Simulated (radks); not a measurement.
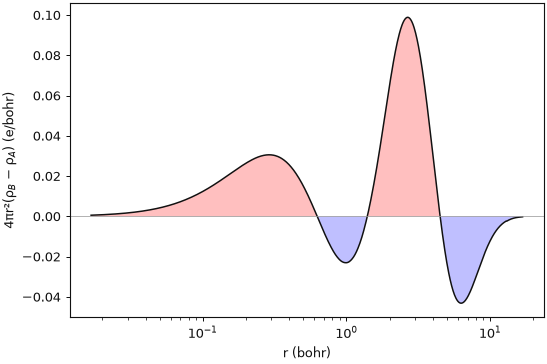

Atomic lithium (Li) was computed in two configurations: [He] 2p1 (high spin); [He] 2s1 (high spin). All numbers are computed, not measured: scalar-relativistic Kohn-Sham, BLYP, spin-polarised, spherical densities, point nucleus (the in-house radial solver radks).

The plot shows the radial density of run B less that of run A; on the logarithmic r axis, areas aren't charges.

Q: Assign A and B and describe the change of the density.

Answer: A is [He] 2p1 (high spin); B is [He] 2s1 (high spin). B holds 0.19 electrons more than A where the difference is positive (most at r = 2.7 bohr) and 0.19 electrons fewer where it is negative (most at r = 6.3 bohr), with no net change. The energy of B less that of A is −1.87 eV.
